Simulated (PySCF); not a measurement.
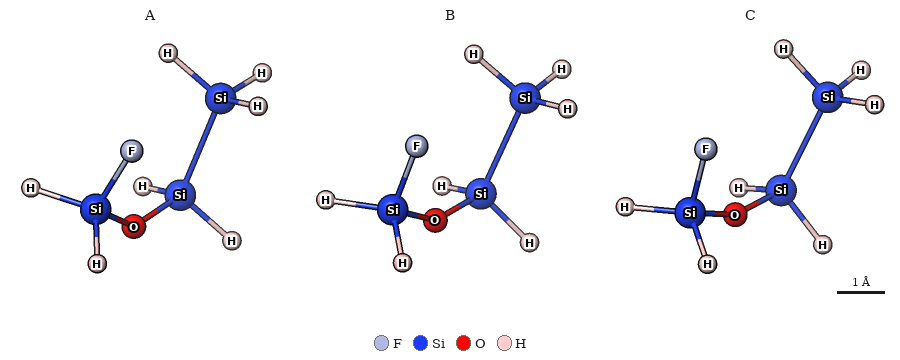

3 geometries from one relaxation of Si$_{3}$H$_{7}$OF, in shuffled order. Style: ball-and-stick. Shown from a free direction.

The start comes from GFN2-xTB.

The calculation used PySCF, PBE0-D3(BJ)/def2-SVP geometry optimisation, gas phase. 

**Order the frames from highest to lowest energy.**

C, B, A. They are steps 0, 4, 10, at +26.9 kJ/mol, +1.47 kJ/mol relative to the last. The atom that moves furthest after the best rigid fit is the F atom (0.56 Å). Largest moves by element: F 0.56 Å, H 0.44 Å, O 0.27 Å, Si 0.16 Å. Among the contacts that change: Si–Si 2.304 → 2.349 Å, O–Si 1.600 → 1.638 Å, O–Si 1.638 → 1.675 Å, H–Si 1.449 → 1.482 Å. Among the angles between lasting bonds that change: Si–O–Si 160.1° → 142.4°, H–Si–H 119.2° → 113.0°, O–Si–H 101.9° → 108.0°. After 10 geometry steps the energy has fallen by 26.9 kJ/mol. The run took about 2.4 core-minutes on a shared host.
